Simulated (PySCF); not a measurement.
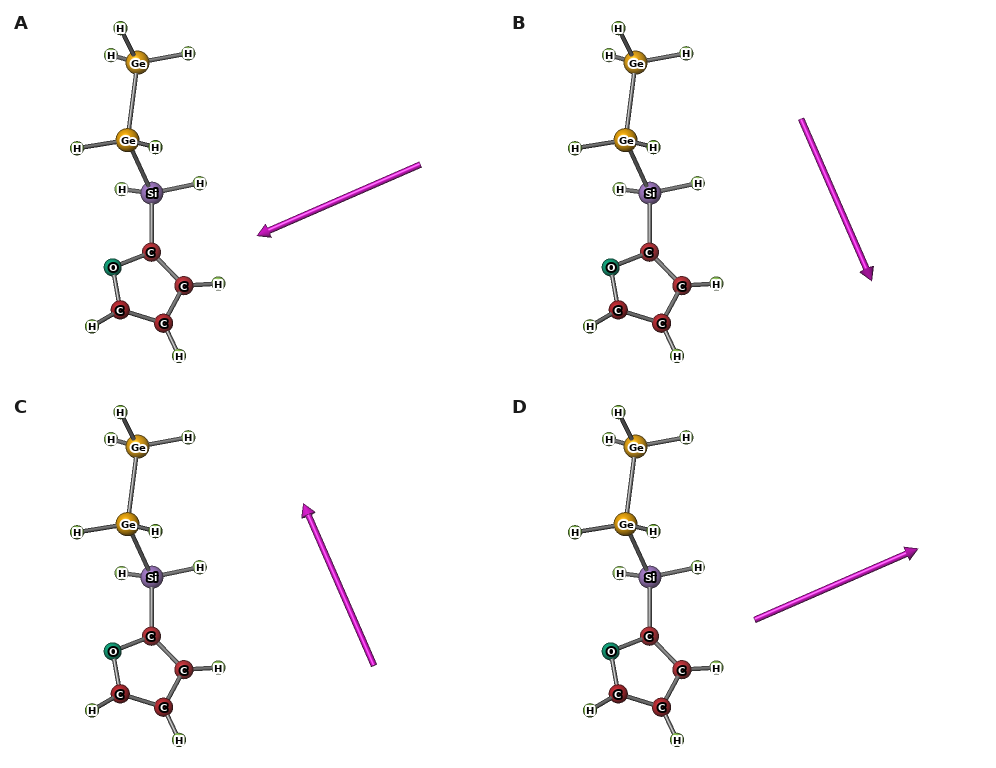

The same molecule four times, each with an arrow. Computed geometry: PBE0-D3(BJ)/def2-SVP optimisation. No frequency run is at hand to confirm it as a minimum. Properties computed with CAM-B3LYP/def2-SVPD, gas phase (PySCF 2.14.0).

Question: Which arrow points along the dipole moment, from the negative to the positive end?

Answer: B. The dipole moment is 1.26 D.
